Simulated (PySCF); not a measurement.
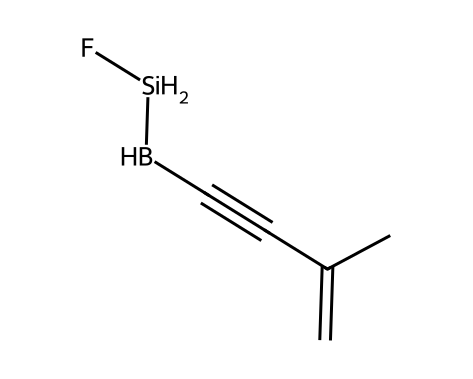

The geometry was computed by an optimisation with GFN2-xTB. No frequency run is at hand to confirm it as a minimum. Properties computed with PBE0/pcSseg-1, gas phase (PySCF 2.14.0).

### What is the HOMO energy (Kohn–Sham orbital)?

−7.34 eV.

### What is the dipole moment?

4.72 D.

### What is the HOMO–LUMO gap?

4.35 eV.

The geometry is semi-empirical. Around B, Si such bond lengths and angles can be off by a tenth of an ångström or more and by several degrees, and values that hang on the shape move with them.
